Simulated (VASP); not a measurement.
Energy against volume of PbF2 (fluorite). All values below come from vdW-DF2, VASP's PBE PAW potentials (set 64) (plane waves; VASP).

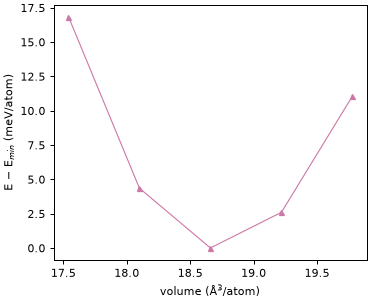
Fig. 1. Energy against volume

Question: Estimate the equilibrium volume and the bulk modulus.

Answer: The minimum lies near 18.7 Å³/atom, and the curvature gives B0 of about 65 GPa.

Measured: bulk modulus 64.0 GPa (computed value off by +1.7 %), a 5.940 Å (computed value off by +2.3 %), as given by E. Cadelano et al., The European Physical Journal B (2011), arXiv:1107.5962. The calculation is for a static lattice, while the measured bulk modulus, a hold thermal and zero-point effects, which are part of the difference.

The compound is PbF2 in the fluorite structure, the β form. It was relaxed first, which changed the volume by +7 %.
